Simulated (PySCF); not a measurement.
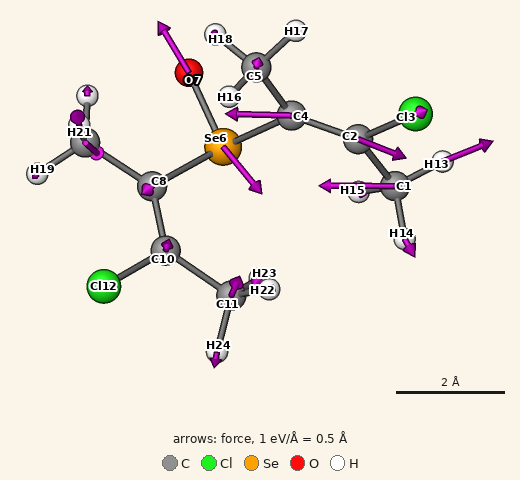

Starting geometry of C$_{8}$H$_{12}$Cl$_{2}$OSe with the computed forces as purple arrows. A ball-and-stick model, seen face on.

The start comes from GFN2-xTB. Its atoms were then displaced at random by about 0.01 Å.

Computed with PBE0-D3(BJ)/def2-SVP geometry optimisation, gas phase (PySCF). 

Question: What follows when this structure is relaxed?

Answer: It isn't relaxed: the largest force vector, on a C atom, is 2.86 eV/Å. The final displacements have little in common with the starting forces (cosine between the two patterns 0.10). Over 11 geometry steps the energy falls by 30.1 kJ/mol. The largest move after the best rigid fit is that of an H atom, 0.33 Å. Largest moves by element: H 0.33 Å, C 0.21 Å, O 0.17 Å, Cl 0.16 Å, Se 0.04 Å. Among the contacts that change: C–H 1.045 → 1.100 Å, O–Se 1.593 → 1.643 Å, C–Se 1.999 → 1.954 Å, C–C 1.307 → 1.341 Å. Among the angles between lasting bonds that change: H–C–H 112.3° → 107.2°, C–C–H 108.2° → 111.8°, O–Se–C 104.8° → 102.0°. The run took 12 min on 1 thread of Arm Neoverse V1 (shared host).
